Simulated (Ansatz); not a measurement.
## Fields on a plane of Li2O (anti-fluorite)

```
Li2O
1.0
    0.00000     2.31307     2.31307
    2.31307     0.00000     2.31307
    2.31307     2.31307     0.00000
O Li
1 2
Direct
  0.00000   0.00000   0.00000
  0.25000   0.25000   0.25000
  0.75000   0.75000   0.75000
```

The slice is a {110} plane (indices of the conventional cell) through the point (0.250, 0.250, 0.250) (fractional), spanned by u = [100] and v = [1 -1 -1] in vectors of this cell: u (3.27 Å) and v (4.63 Å, at 90° to u). It covers one period; positions are fractions (u, v).

Atoms on it: O at (0.50, 0.25); Li at (0.00, 0.00); Li at (0.00, 0.50).

These are PBE (plane waves to 420 eV, PAW, scalar-relativistic; Ansatz, a first-principles code) values and carry that method's errors. k mesh 12×12×12. These are valence fields of a PAW run, semicore shells included where kept as valence: close to a nucleus they are smooth pseudo fields. Li2O was relaxed with its symmetry unable to fall.

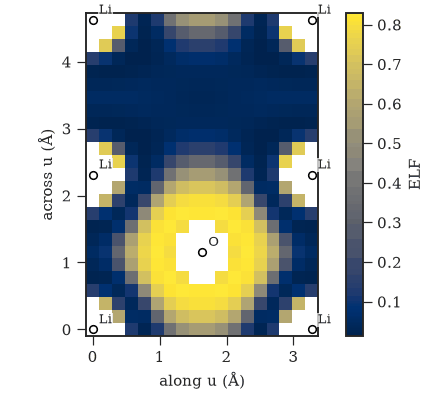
*Electron localisation function (ELF), one period of the plane, atoms marked. Points within 0.4 Å of a nucleus are left white, as the pseudised field means little there.*

| v \ u | 0.00 | 0.12 | 0.24 | 0.35 | 0.47 | 0.59 | 0.71 | 0.82 | 0.94 |
|---|---|---|---|---|---|---|---|---|---|
| 0.88 | x | x | 2.7 | 4.9 | 5.6 | 5.4 | 4.0 | 0.8 | x |
| 0.75 | 3.2 | 3.8 | 4.9 | 5.5 | 5.7 | 5.7 | 5.3 | 4.3 | 3.4 |
| 0.62 | x | x | 2.7 | 4.9 | 5.6 | 5.4 | 4.0 | 0.8 | x |
| 0.50 | x | x | x | 5.1 | 6.4 | 6.0 | 3.4 | x | x |
| 0.38 | x | x | 3.7 | x | x | x | 4.4 | 1.9 | x |
| 0.25 | 3.3 | 4.3 | 5.6 | x | x | x | x | 5.2 | 3.5 |
| 0.12 | x | x | 3.8 | x | x | x | 4.5 | 1.8 | x |
| 0.00 | x | x | x | 5.1 | 6.4 | 6.0 | 3.4 | x | x |

Values: electrostatic potential energy of an electron, from the cell's mean, in eV. Points within 0.8 Å of a nucleus are blanked (x), as the pseudised field means little there. The zero, the cell's mean, hangs on the PAW cores.

| Item | Result |
|---|---|
| Density on the O–Li line (2.00 Å) at its density minimum, 1.2 Å from O | 0.19 e/Å³ |
| ELF at that point | 0.1 |
| Character of the O–Li contact (rough rule: ELF there above 0.7 covalent, below 0.2 ionic, polar between) | closed-shell (ionic) |
